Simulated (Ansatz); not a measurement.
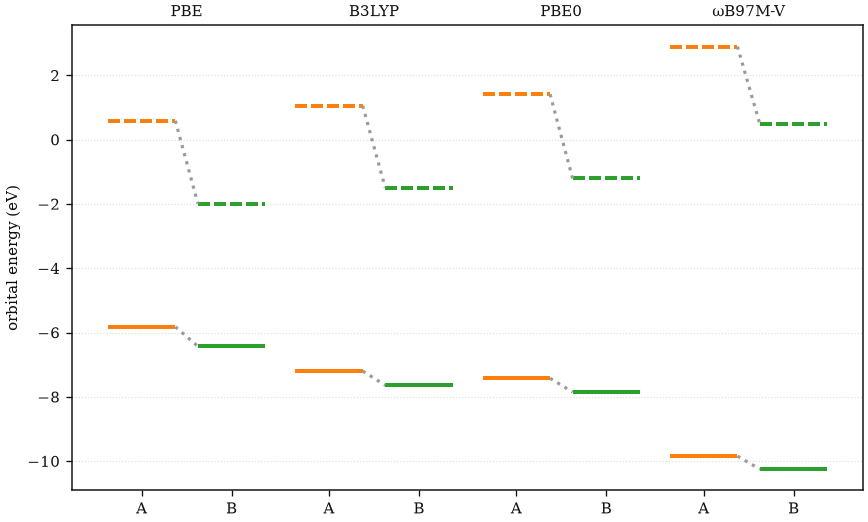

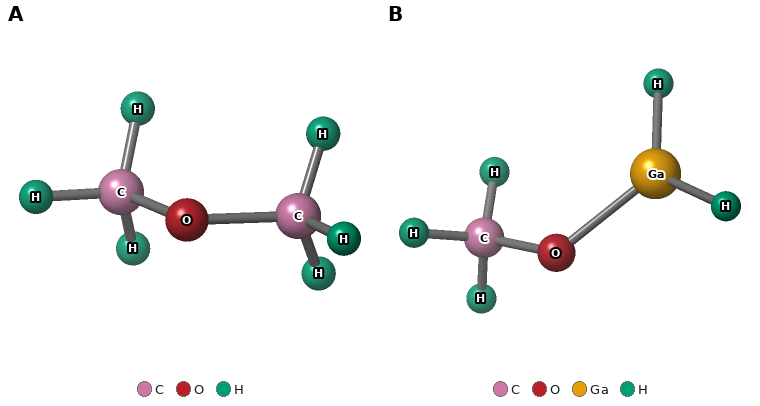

One change: A, C₂H₆O (SMILES COC), becomes B, CH₅GaO (SMILES C[O][GaH2]). CH₃ on O is replaced by GaH₂. HOMO (solid) and LUMO (dashed) computed in def2-TZVPP at PBE0-D4/def2-TZVP geometries, both minima by their frequencies, gas phase, the Ansatz code 0.2.0. Empty levels above zero depend strongly on the basis.

What does the change do to HOMO and LUMO?

Answer. PBE: the HOMO falls by 0.61 eV, the LUMO falls by 2.57 eV, and the separation goes from 6.41 to 4.44 eV. B3LYP: the HOMO falls by 0.44 eV, the LUMO falls by 2.54 eV, and the separation goes from 8.25 to 6.14 eV. PBE0: the HOMO falls by 0.43 eV, the LUMO falls by 2.62 eV, and the separation goes from 8.83 to 6.64 eV. ωB97M-V: the HOMO falls by 0.41 eV, the LUMO falls by 2.42 eV, and the separation goes from 12.74 to 10.72 eV.

Do the functionals agree on the effect?

Answer. They agree on the direction for both levels; the HOMO shift lies between −0.61 and −0.41 eV and the LUMO shift between −2.62 and −2.42 eV, while the separations themselves differ by up to 6.3 eV between functionals.
